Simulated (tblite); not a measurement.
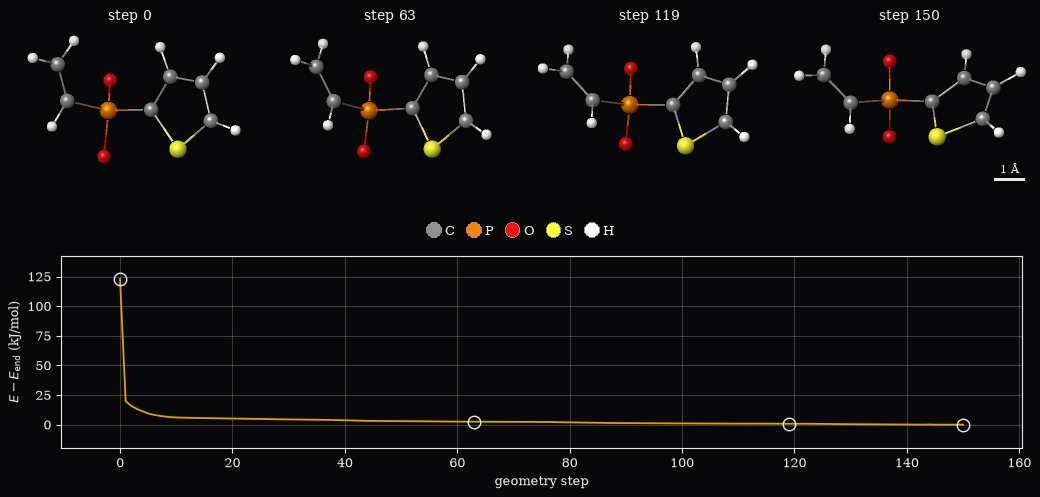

Frames of a relaxation of C6H6O2PS (charge −1), marked on the history of the run. Style: ball-and-stick. Shown at a tilt.

Computed with tblite, GFN2-xTB geometry optimisation, gas phase. 

> Describe the path.

The atom that moves furthest after the best rigid fit is an H atom (1.22 Å). Largest moves by element: H 1.22 Å, S 1.02 Å, O 0.76 Å, C 0.61 Å, P 0.36 Å. Among the contacts that change: O–P 1.688 → 1.490 Å, C–S 1.661 → 1.726 Å, C–C 1.358 → 1.414 Å, C–P 1.793 → 1.843 Å. Bond angles that change, for instance: C–P–C 106.0° → 97.6°, O–P–O 111.9° → 119.9°, S–C–H 127.0° → 119.7°. Groups turn about C–P by about 50°, C–P by about 35°. The energy falls by 122.9 kJ/mol in 150 geometry steps. Cost: 4.1 s on 1 thread of AMD EPYC, with other jobs on the host. From step 0 to 63: an H atom moves most (0.66 Å), energy −120.4 kJ/mol. From step 63 to 119: an H atom moves most (0.56 Å), energy −1.67 kJ/mol. From step 119 to 150: S and H atoms move most (0.56 Å), energy −0.85 kJ/mol.

```csv
step,"E − E(0), kJ/mol"
0,0.00
1,-103.04
2,-107.07
3,-109.68
4,-111.54
5,-113.51
6,-114.54
7,-115.38
8,-116.04
9,-116.53
10,-116.81
17,-117.47
25,-118.13
32,-118.52
39,-119.04
47,-119.80
54,-120.03
62,-120.34
69,-120.46
76,-120.62
84,-121.20
91,-121.60
98,-121.79
106,-121.94
113,-121.97
121,-122.07
128,-122.42
135,-122.63
143,-122.84
150,-122.88
```
